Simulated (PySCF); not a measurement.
Al(F)2(SeH), SMILES [Al]([F])([F])[SeH] (HAlF₂Se) at its CAM-B3LYP/def2-SVP optimised geometry (Å):

```
5

Al    -0.2344     0.6401     0.0000
F     -1.0165     2.0898     0.0000
F      1.4139     0.6401     0.0000
Se    -1.4139    -1.3085    -0.0039
H     -0.1685    -2.0898     0.0058
```

Level of theory: PySCF with CAM-B3LYP/def2-TZVP. Cells within 0.4 Å of a nucleus heavier than hydrogen are left out (blank, or x).

Map of the electrostatic potential (hartree/e), clipped to [-0.08, 0.12] on the plane z = 0.0 Å:

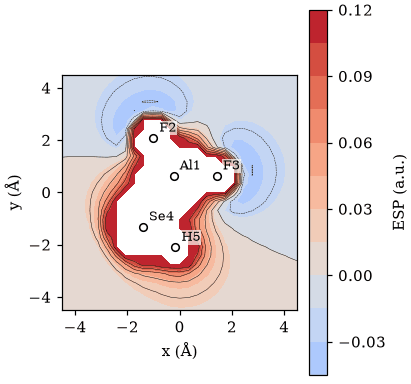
Figure: Electrostatic potential (hartree/e), clipped to [-0.08, 0.12] on the plane z = 0.0 Å.
